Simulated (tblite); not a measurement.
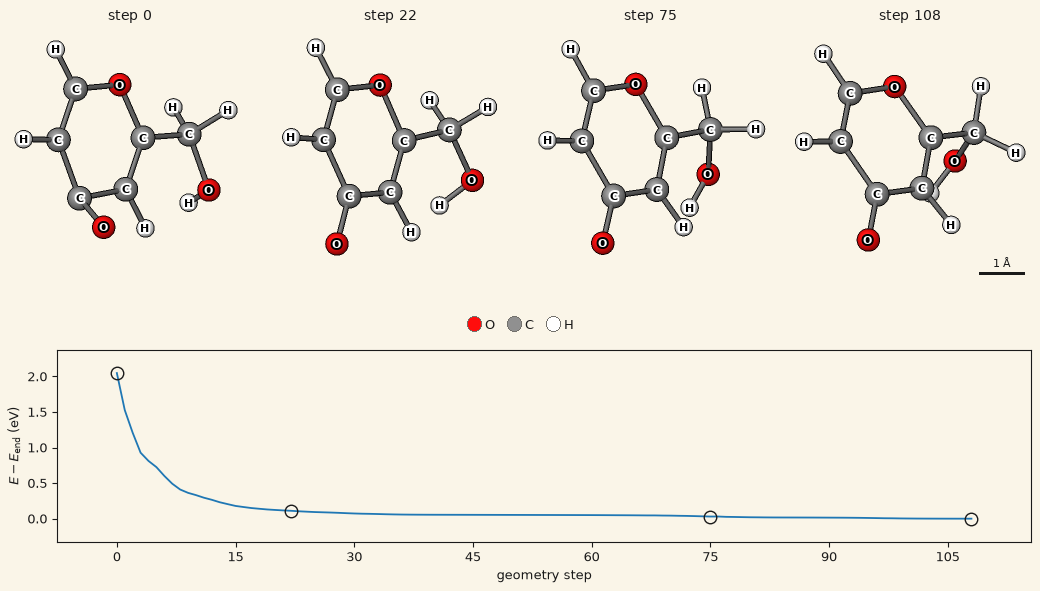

Frames of a relaxation of C6H6O3 (charge −1, multiplicity 2), marked on the history of the run. A ball-and-stick model, seen from a free direction.

All numbers below come from tblite, GFN2-xTB geometry optimisation, gas phase. 

> What happens along the run?

The energy falls by 2.048 eV in 108 geometry steps. The atom that moves furthest after the best rigid fit is an O atom (1.30 Å). By element the largest moves are O 1.30 Å, H 1.01 Å, C 0.52 Å. Among the contacts that change: C–O 1.393 → 1.270 Å, C–C 1.489 → 1.417 Å, C–C 1.313 → 1.378 Å, C–O 1.395 → 1.451 Å. Bond angles that change, for instance: O–C–C 109.7° → 125.2°, O–C–C 108.9° → 122.8°, O–C–H 120.6° → 110.1°. Groups turn about C–O by about 125°, C–C by about 75°. From step 0 to 22: an O atom moves most (0.77 Å), energy −1.937 eV. From step 22 to 75: an O atom moves most (0.67 Å), energy −0.081 eV. From step 75 to 108: an H atom moves most (0.62 Å), energy −0.030 eV.

```tsv
step	E − E(0), eV
0	0.0000
1	-0.5207
2	-0.8398
3	-1.1202
4	-1.2361
5	-1.3232
6	-1.4468
7	-1.5563
8	-1.6381
9	-1.6850
10	-1.7168
15	-1.8691
20	-1.9254
25	-1.9550
31	-1.9783
36	-1.9901
41	-1.9932
46	-1.9943
51	-1.9955
56	-1.9968
62	-1.9990
67	-2.0024
72	-2.0092
77	-2.0225
82	-2.0304
87	-2.0322
93	-2.0354
98	-2.0430
103	-2.0475
108	-2.0482
```
